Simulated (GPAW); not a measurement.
**Core-hole calculation of the N K edge in wurtzite (GaN)₁₋ₓ(InN)ₓ at x = 0.125**

Aim: the N K edge in wurtzite (GaN)₁₋ₓ(InN)ₓ at x = 0.125, one member of a composition series.

Main program and level: GPAW 26.7.0; X-ray absorption from dipole matrix elements to empty bands, plane-wave PAW PBE.

### Step 1. The starting structure

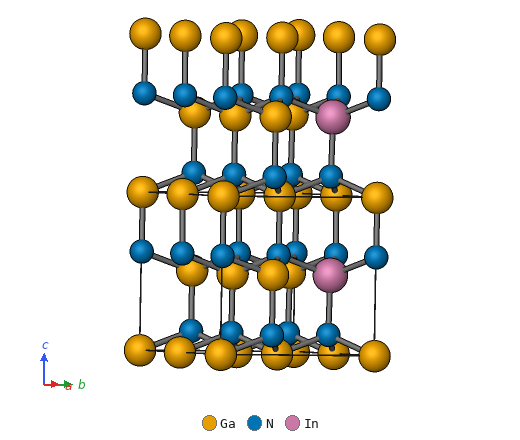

The starting structure, seen slightly off an axis (gallium orange, nitrogen blue, indium pink). 1×1×2 cells are drawn. Some periodic images of atoms are drawn too.

The cell holds 16 atoms: 7 Ga, 8 N and 1 In. Its edges and angles: a = 6.467 Å, b = 5.601 Å, c = 5.250 Å, α = 90.0°, β = 90.0°, γ = 90.0°. 16-atom wurtzite cell, 1 of 8 Ga sites taken by In at random, lattice constants typed for the ends and interpolated (Vegard).

Structure file:

```cif
data_structure
_symmetry_space_group_name_H-M 'P 1'
_symmetry_Int_Tables_number 1
_cell_length_a 6.4670
_cell_length_b 5.6006
_cell_length_c 5.2497
_cell_angle_alpha 90.000
_cell_angle_beta 90.000
_cell_angle_gamma 90.000
_cell_volume 190.14
loop_
_atom_site_label
_atom_site_type_symbol
_atom_site_fract_x
_atom_site_fract_y
_atom_site_fract_z
_atom_site_occupancy
Ga1 Ga 0.99998 0.00259 0.99774 1
N2 N 0.99996 0.33262 0.12349 1
Ga3 Ga 0.99929 0.33334 0.50440 1
N4 N 0.99925 0.00293 0.62230 1
Ga5 Ga 0.25055 0.49874 0.99842 1
N6 N 0.24827 0.83278 0.12076 1
Ga7 Ga 0.25012 0.83705 0.50172 1
N8 N 0.25309 0.50077 0.62203 1
Ga9 Ga 0.49880 0.99984 0.99852 1
N10 N 0.49962 0.33184 0.12537 1
Ga11 Ga 0.50123 0.33254 0.49859 1
N12 N 0.50329 0.00205 0.62451 1
Ga13 Ga 0.74968 0.49966 0.99829 1
N14 N 0.74670 0.83234 0.12418 1
In15 In 0.75063 0.83740 0.49995 1
N16 N 0.75131 0.49846 0.62498 1
```

### Step 2. Relaxation

The cell was built by hand, so its atoms are relaxed first: near-edge features follow bond lengths closely.

relax.py reads:

```python
import numpy as np
from ase import Atoms
from ase.parallel import parprint, paropen
from gpaw import GPAW, PW, FermiDirac, Mixer, MixerDif, setup_paths
from ase.optimize import BFGS

atoms = Atoms('GaNGaNGaNGaNGaNGaNGaNInN',
    cell=[[6.467, 0, 0],
     [0, 5.600586, 0],
     [0, 0, 5.24975]],
    scaled_positions=[[0.999979, 0.002592, 0.997737],
     [0.999956, 0.332618, 0.123488],
     [0.999289, 0.333344, 0.504401],
     [0.999245, 0.002934, 0.622296],
     [0.250552, 0.498745, 0.998423],
     [0.24827, 0.832779, 0.120761],
     [0.250116, 0.837051, 0.501724],
     [0.253089, 0.500767, 0.622034],
     [0.498802, 0.999841, 0.998523],
     [0.499616, 0.331841, 0.125368],
     [0.501234, 0.332536, 0.498593],
     [0.503286, 0.002054, 0.624513],
     [0.74968, 0.499663, 0.998291],
     [0.746699, 0.832341, 0.124179],
     [0.750627, 0.837402, 0.499952],
     [0.751313, 0.498456, 0.624984]],
    pbc=True)
atoms.calc = GPAW(legacy_gpaw=True, mode=PW(500, force_complex_dtype=True), xc='PBE', setups={},
    kpts={'size': (3, 3, 3), 'gamma': True}, occupations=FermiDirac(0.08),
    charge=0, mixer=Mixer(0.1, 5, 50), maxiter=150,
    convergence={'density': 0.0001, 'eigenstates': 1e-6}, txt='relax.txt')
steps = []
opt = BFGS(atoms, logfile='-')
opt.attach(lambda: steps.append([atoms.get_potential_energy(), float(np.linalg.norm(atoms.get_forces(), axis=1).max())]))
done = opt.run(fmax=0.05, steps=30)
out = dict(done=bool(done), steps=steps, frac=atoms.get_scaled_positions().tolist())
import json
with paropen('out.json', 'w') as f:
    json.dump(out, f)
```

Started as:

```sh
$ OMP_NUM_THREADS=1 mpirun -n 4 gpaw python relax.py
```

Numbers of over 12 decimals in the logs are rounded to 6 here.

The program printed:

```text
Input parameters:
  convergence: {density: 0.0001,
                eigenstates: 1e-06}
  kpts: {gamma: True,
         size: (3, 3, 3)}
  maxiter: 150
  mixer: {backend: pulay,
          beta: 0.1,
          method: separate,
          nmaxold: 5,
          weight: 50}
  mode: {ecut: 500.0,
         force_complex_dtype: True,
         name: pw}
  occupations: {fixmagmom: False,
                name: fermi-dirac,
[...]
Forces in eV/Ang:
[...]
14 In   -0.00395   -0.03511   -0.03415
 15 N    -0.01773   -0.01960    0.01004
Step     Time          Energy          fmax
BFGS:    0 02:26:54      -89.909661        3.404861
BFGS:    1 02:27:11      -90.356150        2.009200
BFGS:    2 02:27:27      -90.652054        0.518605
BFGS:    3 02:27:44      -90.685393        0.318985
[...]
BFGS:    8 02:28:41      -90.706095        0.061051
BFGS:    9 02:28:48      -90.706398        0.049135
[key lines of the parts left out:]
Converged after 4 iterations.
Dipole moment: (-8.850992, -1.961442, -6.889535) |e|*Ang
Free energy:    -90.706398
Fermi level: 7.34481
```

Elapsed: 2.4 min, on 4 MPI ranks of Arm Neoverse V1, shared host; peak memory 0.3 GiB; 9.6 min of CPU time.

In 9 steps the energy fell by 797 meV (energies extrapolated to zero smearing) and the largest force to 0.049 eV/Å. Atom 14 (N; the text counts from 1, the script from 0) is among those that moved most, by 0.16 Å.

### Step 3. The field without a hole

A plain self-consistent run shows whether there is a gap, which decides the set-up of the core-hole run.

scf.py reads:

```python
import numpy as np
from ase import Atoms
from ase.parallel import parprint, paropen
from gpaw import GPAW, PW, FermiDirac, Mixer, MixerDif, setup_paths
from gpaw.test import gen
setup_paths.insert(0, '.')
gen('N', name='nch1s', xcname='PBE', corehole=(1, 0, 0), write_xml=True)
from gpaw.mpi import world
world.barrier()

atoms = Atoms('GaNGaNGaNGaNGaNGaNGaNInN',
    cell=[[6.467, 0, 0],
     [0, 5.600586, 0],
     [0, 0, 5.24975]],
    scaled_positions=[[0.0042553, 0.0030428, 0.0001471],
     [0.0018839, 0.3344439, 0.1258899],
     [0.0063588, 0.3345531, 0.5008239],
     [0.0159742, 0.0104707, 0.6292186],
     [0.2499647, 0.5012803, 0.000034],
     [0.2493852, 0.8314773, 0.125829],
     [0.2503676, 0.8344866, 0.4997877],
     [0.2508838, 0.5062359, 0.6254013],
     [0.4944624, 0.0028737, 0.9999169],
     [0.4978912, 0.3342316, 0.1256591],
     [0.4951199, 0.3342831, 0.5005617],
     [0.484948, 0.0102617, 0.628908],
     [0.7498735, 0.4928758, 0.9999364],
     [0.7493221, 0.8331387, 0.0947136],
     [0.7505228, 0.8334665, 0.5013701],
     [0.7506009, 0.4756669, 0.6275553]],
    pbc=True)
atoms.calc = calc = GPAW(legacy_gpaw=True, mode=PW(500, force_complex_dtype=True), xc='PBE', setups={1: 'nch1s'},
    kpts={'size': (4, 5, 5), 'gamma': True}, occupations=FermiDirac(0.05),
    charge=0, mixer=Mixer(0.1, 5, 50), maxiter=150,
    convergence={'density': 0.0001, 'eigenstates': 1e-6}, txt='scf.txt')
energy = atoms.get_potential_energy() + calc.get_reference_energy()
ef = calc.get_fermi_level()
out = dict(energy=energy, fermi=ef, forces=atoms.get_forces().tolist())
parprint(f'all-electron energy {energy:.4f} eV, Fermi level {ef:.4f} eV')
ev = np.array([[calc.get_eigenvalues(k, s) for k in range(len(calc.get_ibz_k_points()))] for s in range(calc.get_number_of_spins())])
out['homo'], out['lumo'], out['counts'] = ev[ev < ef].max(), ev[ev > ef].min(), sorted(set((ev < ef).sum((0, 2)).tolist()))
out['filled'] = (ev[:, 0] < ef).sum(1).tolist()
import json
with paropen('out.json', 'w') as f:
    json.dump(out, f)
```

Started as:

```sh
$ OMP_NUM_THREADS=1 mpirun -n 4 gpaw python scf.py
```

The program printed:

```text
Input parameters:
  convergence: {density: 0.0001,
                eigenstates: 1e-06}
  kpts: {gamma: True,
         size: (4, 5, 5)}
  maxiter: 150
  mixer: {backend: pulay,
          beta: 0.1,
          method: separate,
          nmaxold: 5,
          weight: 50}
  mode: {ecut: 500.0,
         force_complex_dtype: True,
         name: pw}
  occupations: {fixmagmom: False,
                name: fermi-dirac,
                width: 0.05}
  setups: {1: nch1s}
  xc: PBE

Initialize ...

[... PAW data sets ...]

Reference energy: -542021.892490  # eV

Spin-paired calculation

[... convergence settings ...]
Symmetries present (total): 1
  [... symmetry matrices ...]

100 k-points: 4 x 5 x 5 Monkhorst-Pack grid + [1/8,0.000000,0.000000]
51 k-points in the irreducible part of the Brillouin zone
       k-points in crystal coordinates                weights
   0:     0.00000000    0.00000000    0.00000000          1/100
   1:     0.00000000    0.00000000    0.20000000          2/100
   2:     0.00000000    0.00000000    0.40000000          2/100
   3:     0.00000000    0.20000000   -0.40000000          2/100
   4:     0.00000000    0.20000000   -0.20000000          2/100
   5:     0.00000000    0.20000000    0.00000000          2/100
   6:     0.00000000    0.20000000    0.20000000          2/100
   7:     0.00000000    0.20000000    0.40000000          2/100
   8:     0.00000000    0.40000000   -0.40000000          2/100
   9:     0.00000000    0.40000000   -0.20000000          2/100
          ...
  50:     0.50000000    0.40000000    0.40000000          2/100

Wave functions: Plane wave expansion
  Cutoff energy: 500.000 eV
  Number of coefficients (min, max): 4804, 4864
  Pulay-stress correction: 0.000000 eV/Ang^3 (de/decut=0.000000)
  Using FFTW library
  Wavefunction extrapolation:
    Improved wavefunction reuse through dual PAW basis

Occupation numbers: Fermi-Dirac:
  width: 0.0500  # eV

Eigensolver
   Davidson(niter=2)

Densities:
  Coarse grid: 35*30*28 grid
  Fine grid: 70*60*56 grid
  Total Charge: 0.000000

Density mixing:
  Method: separate
  Backend: pulay
  Linear mixing parameter: 0.1
  old densities: 5
  Width of damping distribution: 1.1
  Damping of long wavelength oscillations: 50

[... Hamiltonian set-up ...]
Number of atoms: 16
Number of atomic orbitals: 69
Number of bands in calculation: 49
Number of valence electrons: 74
Bands to converge: occupied

... initialized

Initializing position-dependent things.

Density initialized from atomic densities
Creating initial wave functions:
  49 bands from LCAO basis set

Positions:
   0 Ga     0.027519    0.017041    0.000772    ( 0.0000,  0.0000,  0.0000)
   1 N      0.012183    1.873082    0.660891    ( 0.0000,  0.0000,  0.0000)
   2 Ga     0.041122    1.873693    2.629200    ( 0.0000,  0.0000,  0.0000)
   3 N      0.103305    0.058642    3.303240    ( 0.0000,  0.0000,  0.0000)
   4 Ga     1.616522    2.807463    0.000178    ( 0.0000,  0.0000,  0.0000)
   5 N      1.612774    4.656760    0.660571    ( 0.0000,  0.0000,  0.0000)
   6 Ga     1.619127    4.673614    2.623760    ( 0.0000,  0.0000,  0.0000)
[...]
13 N      4.845866    4.666065    0.497223    ( 0.0000,  0.0000,  0.0000)
  14 In     4.853631    4.667901    2.632068    ( 0.0000,  0.0000,  0.0000)
  15 N      4.854136    2.664013    3.294508    ( 0.0000,  0.0000,  0.0000)

Unit cell:
           periodic     x           y           z      points  spacing
  1. axis:    yes    6.467000    0.000000    0.000000    35     0.1848
  2. axis:    yes    0.000000    5.600586    0.000000    30     0.1867
  3. axis:    yes    0.000000    0.000000    5.249750    28     0.1875

  Lengths:   6.467000   5.600586   5.249750
  Angles:   90.000000  90.000000  90.000000

Effective grid spacing dv^(1/3) = 0.1863

iter:   1  -104.059922
iter:   2   -97.406370   -1.07  -0.62
iter:   3   -90.764805   -0.30  -0.73
iter:   4   -90.903523   -1.26  -1.19
iter:   5   -90.740430   -2.19  -1.53
iter:   6   -90.734943   -3.30  -2.40
iter:   7   -90.734640c  -3.90  -2.70
iter:   8   -90.737029c  -3.63  -2.80
iter:   9   -90.735580c  -3.45  -2.75
iter:  10   -90.734694c  -4.57  -2.87
iter:  11   -90.734617c  -4.98  -3.34
iter:  12   -90.734688c  -4.95  -3.53
iter:  13   -90.734568c  -5.25  -3.38
iter:  14   -90.734569c  -6.21c -3.96
iter:  15   -90.734569c  -6.69c -4.10c

Converged after 15 iterations.

Dipole moment: (-8.851701, -1.959692, -6.892729) |e|*Ang

Energy contributions relative to reference atoms: (reference = -542021.892490)

Kinetic:       +235.403832
Potential:     -200.238109
External:        +0.000000
XC:            -125.903882
Entropy (-ST):   -0.000000
Local:           +0.003589
SIC:             +0.000000
--------------------------
Free energy:    -90.734569
Extrapolated:   -90.734569

Showing only first 2 kpts
 Kpt  Band  Eigenvalues  Occupancy
  0    35      6.53532    2.00000
  0    36      6.58249    2.00000
  0    37      8.03705    0.00000
  0    38     10.50491    0.00000

  1    35      6.42720    2.00000
  1    36      6.47824    2.00000
  1    37      8.97751    0.00000
  1    38     10.55058    0.00000

Fermi level: 7.33253

Gap: 1.455 eV
Transition (v -> c):
  (s=0, k=0, n=36, [0.00, 0.00, 0.00]) -> (s=0, k=0, n=37, [0.00, 0.00, 0.00])
No difference between direct/indirect transitions

Forces in eV/Ang:
  0 Ga    0.00383    0.00142    0.01095
  1 N    -0.02561   -0.00102   -0.00092
  2 Ga   -0.00385   -0.00663   -0.01282
  3 N    -0.01627   -0.01389    0.00846
  4 Ga   -0.00308    0.00550    0.03338
  5 N     0.01825    0.04825    0.00827
  6 Ga   -0.00126   -0.01306    0.00033
[...]
13 N     0.00964   -0.02219   -0.02128
 14 In   -0.00648   -0.03160   -0.03168
 15 N    -0.00620   -0.01989    0.01354
Scalar-relativistic atomic PBE calculation for N (Nitrogen, Z=7)
Core hole in 1s state (1s occupation: 2.0)
300 radial gridpoints.
|------------------------------------------------|
|------------------------------------------------|
[... the atom generator's iteration count ...]

Energy contributions:
-------------------------
Kinetic:      +54.339986
XC:            -6.566540
Potential:   -102.225710
-------------------------
Total:        -54.452265

state      eigenvalue         ekin         rmax
-----------------------------------------------
1s^2.0 :   -14.137683    22.057244        0.148
2s^2.0 :    -0.682897     2.376541        1.013
2p^3.0 :    -0.260504     1.824138        0.974
-----------------------------------------------
(units: Bohr and Hartree)

Generating PAW setup
Kinetic energy of the core from tauc = 44.141722
Cutoffs:
rc(s)=1.140
rc(p)=1.000
rc(d)=1.090
rc(vbar)=1.120
rc(comp)=1.090
rc(nct)=1.140

Kinetic energy of the core states: 44.114489
Charge: 0.0
Core electrons: 2.0
Valence electrons: 5.0
Pseudo-core charge: 0.012446
Shape function alpha=8.417
Pseudo-electron charge 5.019651
state    eigenvalue         norm
--------------------------------
2s(2) :    -0.682897     1.073459
*s    :     0.317103
2p(3) :    -0.260504     0.953429
*p    :     0.739496
*d    :     0.000000
--------------------------------

Diagonalizing with gridspacing h=0.050

state   all-electron     PAW
-------------------------------
2s:      -0.682897    -0.683965
2p:      -0.260504    -0.262602
*d:                    0.047814
*f:                    0.075943
-------------------------------
all-electron energy -542112.6271 eV, Fermi level 7.3325 eV
```

Wall time 82 s (4 MPI ranks); peak memory 0.36 GiB; 5.4 min of CPU time.

The mesh shows a gap of 1.45 eV. The excited electron is kept all the same, so that all members of the series, with or without a gap, are treated alike.

### Step 4. Reference energy of the cell

The photon energy needs a difference of total energies, so the cell and mesh of the coming hole run are first run without a hole.

scf.py: that of step 3 with these lines changed.

```diff
@@ -32,3 +32,3 @@
 atoms.calc = calc = GPAW(legacy_gpaw=True, mode=PW(500, force_complex_dtype=True), xc='PBE', setups={1: 'nch1s'},
-    kpts={'size': (4, 5, 5), 'gamma': True}, occupations=FermiDirac(0.05),
+    kpts={'size': (3, 3, 3), 'gamma': True}, occupations=FermiDirac(0.02),
     charge=0, mixer=Mixer(0.1, 5, 50), maxiter=150,
```

The program printed:

```text
Input parameters:
  convergence: {density: 0.0001,
                eigenstates: 1e-06}
  kpts: {gamma: True,
         size: (3, 3, 3)}
  maxiter: 150
  mixer: {backend: pulay,
          beta: 0.1,
          method: separate,
          nmaxold: 5,
          weight: 50}
  mode: {ecut: 500.0,
         force_complex_dtype: True,
         name: pw}
  occupations: {fixmagmom: False,
                name: fermi-dirac,
[...]
2s(2) :    -0.682897     1.073459
*s    :     0.317103
2p(3) :    -0.260504     0.953429
*p    :     0.739496
*d    :     0.000000
--------------------------------

Diagonalizing with gridspacing h=0.050

state   all-electron     PAW
-------------------------------
2s:      -0.682897    -0.683965
2p:      -0.260504    -0.262602
*d:                    0.047814
*f:                    0.075943
-------------------------------
all-electron energy -542112.5988 eV, Fermi level 7.4395 eV
[key lines of the parts left out:]
Converged after 14 iterations.
Dipole moment: (-8.851130, -1.961359, -6.888867) |e|*Ang
Free energy:    -90.706303
Fermi level: 7.43947
```

Wall time 27 s (4 MPI ranks); peak memory 0.28 GiB.

Reference energy: -542112.599 eV with the cores included.

[end of part 1 of 3]

[Banner, clock and machine lines of the logs are left out without a mark of their own.]

[Logs are printed without paths, hosts, clocks, repeated set-up lines and the standing remarks that a program may print on its own settings, such as how far it seeks lower states.]

[Hosts, paths, dates, database ids (printed as entryN), source tags and the programs' standing remarks are cut or masked in the printed files.]

[Lists of maxima count a maximum above −3 eV only where it reaches 4 % of the highest in the window and stands out from its surroundings by 2 % of it (1.5 % where it reaches 55 %); shoulders and weaker maxima are passed over, and of the rest the first, up to two pre-edge ones and the few strongest are named.]
